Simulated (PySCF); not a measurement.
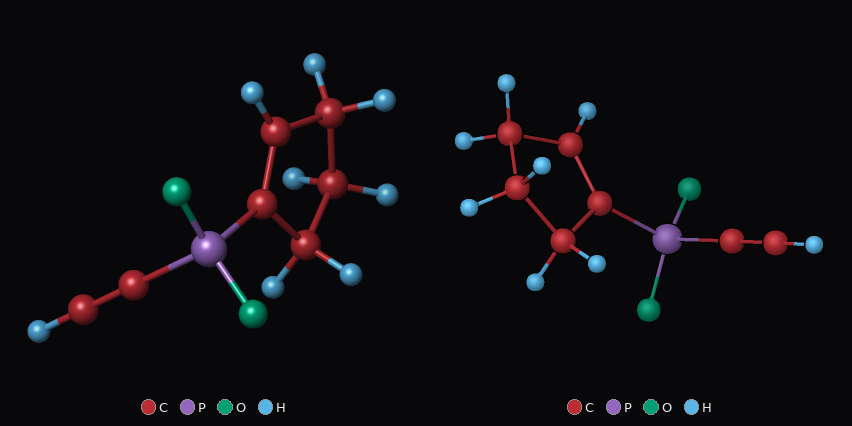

Two views of one molecule.

State: charge −1, singlet.

What does the picture show?

The species is C₇H₈O₂P⁻. Its SMILES string is `C#C[P@@](=O)([O-])C1=CCCC1`. Independent rings (smallest set): 1 of 5 members. Among its groups: alkene, alkyne. This geometry has C1 symmetry. Coordination, clear cases only: 2 C linear; 2 C trigonal planar; 3 C tetrahedral.

More results for the same structure follow; atom numbers are the same in all pictures, views and colours differ. The geometry was computed by an optimisation with PBE0-D3(BJ)/def2-SVP. No frequency run is at hand to confirm it as a minimum.

## Shape

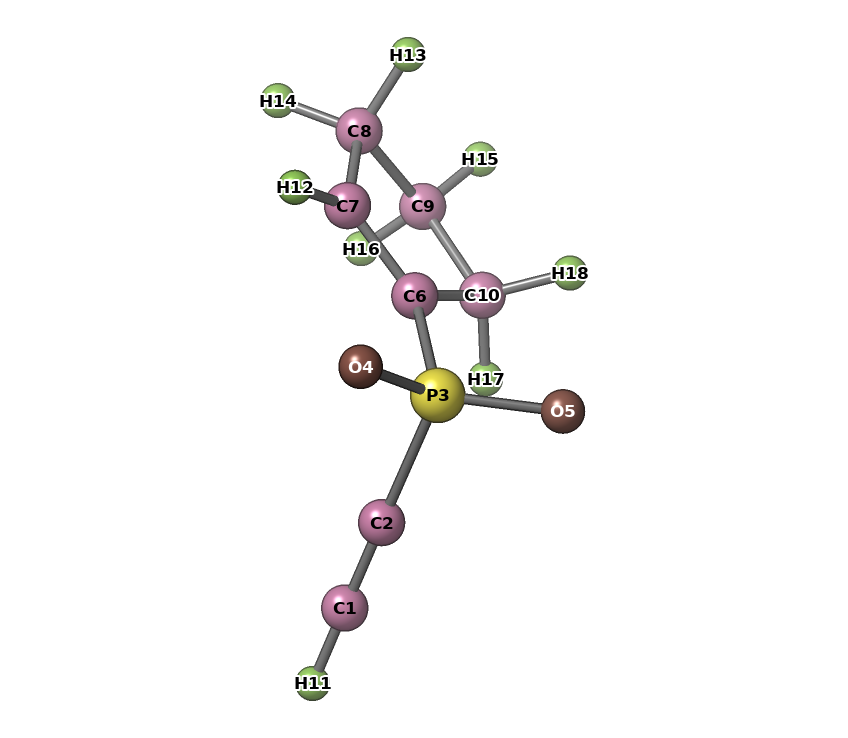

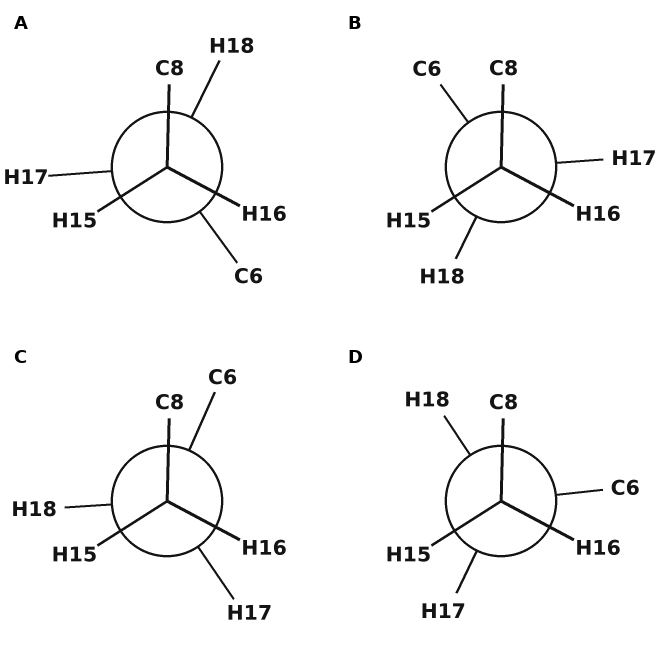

Depth is shown by fading: the farther an atom, the more it takes the colour of the background. Bonds that would overlap in a projection are set slightly apart. No frequency run is at hand to confirm it as a minimum.

> Which Newman projection shows the view along C9–C10, with C9 in front?

C. The torsion angle C8–C9–C10–C6 is 22°, synperiplanar.

## NMR shielding

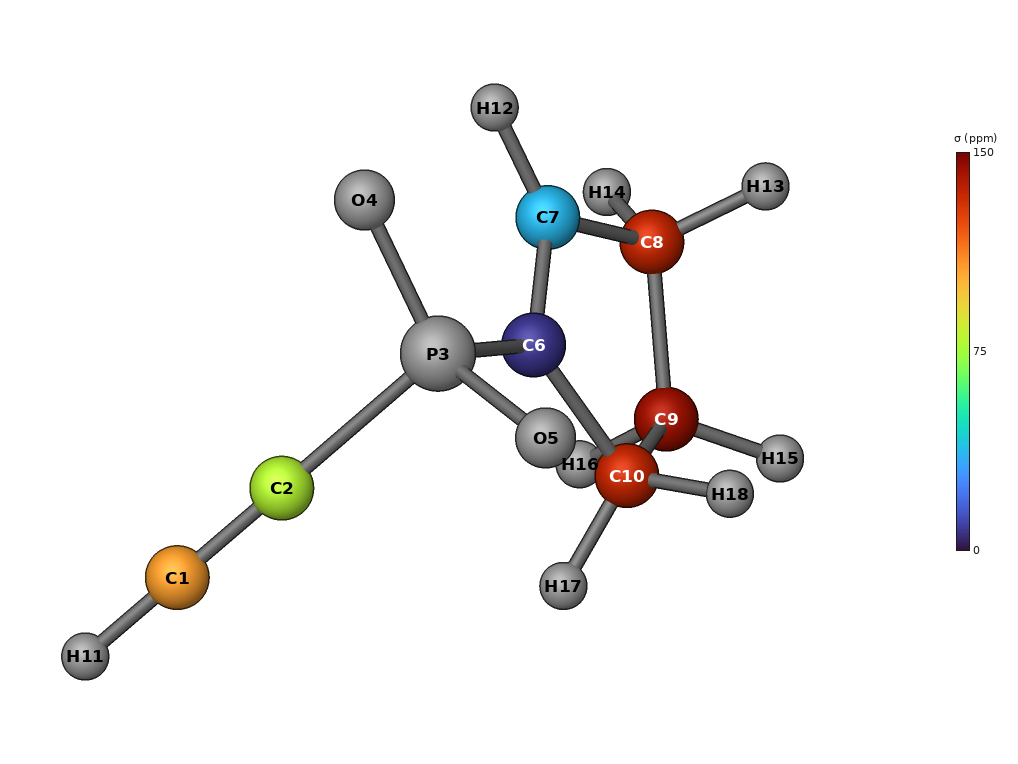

Atoms are coloured by their isotropic NMR shieldings (C only, the others grey). No frequency run is at hand to confirm it as a minimum. Method: GIAO WP04/pcSseg-1 NMR shielding, non-relativistic, gas phase (PySCF 2.14.0).

List the isotropic NMR shieldings of the C atoms.

```json
{"atom": "C1", "σ (ppm)": "105.5"}
{"atom": "C2", "σ (ppm)": "79.3"}
{"atom": "C6", "σ (ppm)": "7.8"}
{"atom": "C7", "σ (ppm)": "37.2"}
{"atom": "C8", "σ (ppm)": "133.8"}
{"atom": "C9", "σ (ppm)": "141.8"}
{"atom": "C10", "σ (ppm)": "133.8"}
```

## Quadrupole coupling

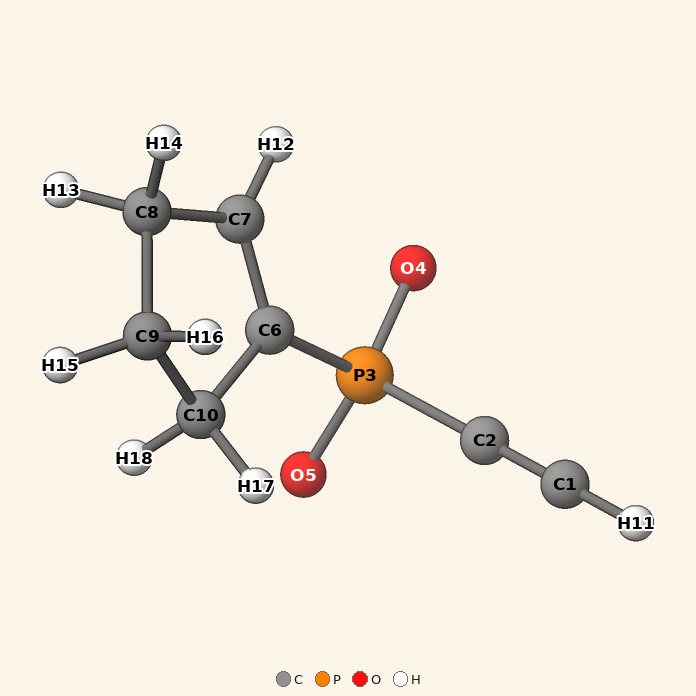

No frequency run is at hand to confirm it as a minimum. Electric field gradients from the ground-state density, PBE0/pcSseg-1 (PySCF 2.14.0), non-relativistic apart from any core potentials.

Give the largest field-gradient component, the quadrupole coupling constant and the asymmetry for 17O at O4 (Q = −25.6 mb), 17O at O5 (Q = −25.6 mb), 2H at H11 (Q = 2.86 mb), 2H at H12 (Q = 2.86 mb), 2H at H13 (Q = 2.86 mb), 2H at H14 (Q = 2.86 mb).

```
atom  V_zz (a.u.)  e²qQ/h (MHz)     η
  O4        0.849         −5.11  0.09
  O5        0.840         −5.05  0.15
 H11        0.354         0.238  0.01
 H12        0.307         0.206  0.03
 H13        0.281         0.189  0.02
 H14        0.289         0.194  0.02
```

## Charges

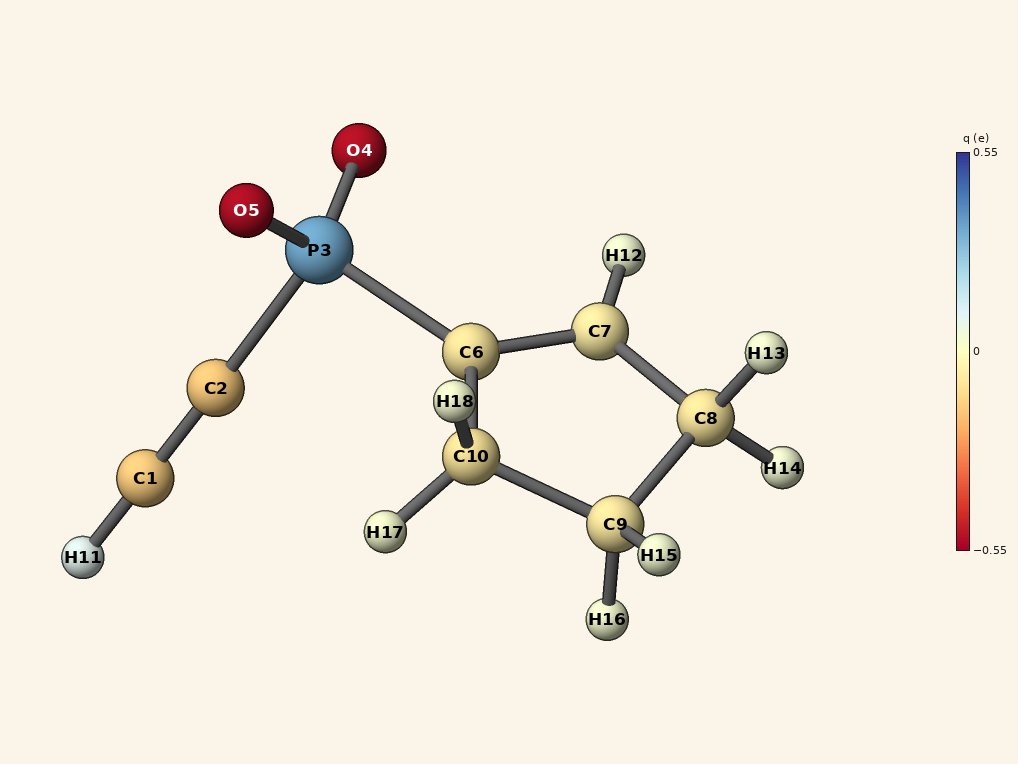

Atoms are coloured by their Hirshfeld charges. No frequency run is at hand to confirm it as a minimum. Properties computed with PBE0/pcSseg-1 in tetrahydrofuran (IEF-PCM) (PySCF 2.14.0).

> Which atom carries the highest charge (most positive or least negative)?

P3 (0.33 e).

> And the lowest?

O5 (−0.51 e).

Give the Hirshfeld charges atom by atom.

```csv
atom,value (e)
C1,−0.14
C2,−0.15
P3,0.33
O4,−0.50
O5,−0.51
C6,−0.08
C7,−0.06
C8,−0.07
C9,−0.07
C10,−0.08
H11,0.09
H12,0.04
H13,0.04
H14,0.04
H15,0.04
H16,0.03
H17,0.03
H18,0.03
```
